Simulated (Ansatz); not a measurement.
Relaxed MgO (rock salt):

```yaml
crystal:
  lattice:
    - [0.00000, 4.25375, 4.25375]
    - [2.12687, 2.12687, 4.25375]
    - [2.12687, 2.12687, 0.00000]
  atoms:
    - { symbol: O, position: [0.00000, 0.00000, 0.00000] }
    - { symbol: O, position: [0.50000, 0.00000, 0.00000] }
    - { symbol: Mg, position: [0.00000, 0.50000, 0.50000] }
    - { symbol: Mg, position: [0.50000, 0.50000, 0.50000] }
```

A phonon eigenvector at X = (0.5, 0.5, 0.0) is frozen into this cell: atom i moves by Q times the vector below, so Q is the largest atomic displacement, in Å. The cell is held. (q is in reciprocal vectors of the primitive cell; the cell shown is doubled to hold the pattern.)

```tsv
atom	x	y	z
O1	0.000	0.000	-0.138
O2	0.000	0.000	0.138
Mg3	0.000	0.000	1.000
Mg4	0.000	0.000	-1.000
```

These are PBE (plane waves to 420 eV, PAW, scalar-relativistic; Ansatz, a quantum-chemistry and plane-wave program) values and carry that method's errors. k mesh 13×13×13 (Γ-centred), Fermi-Dirac smearing 0.05 eV. Energies are smeared free energies. MgO was relaxed with its symmetry unable to fall. ΔE is measured from the undisplaced structure.

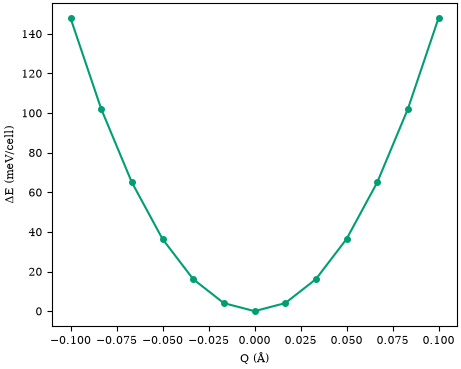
*ΔE (meV/cell) against Q (Å); markers are the computed points, lines only join them.*

Task: What is the energy change at Q = 0.100 Å?

Result: About 150 meV/cell.

Task: What harmonic wavenumber does the curvature at Q = 0 give?

Result: About 400 cm⁻¹.

(For displaced atoms, the force is minus the slope of the energy, and its curvature is a force constant, which sets phonon frequencies.)
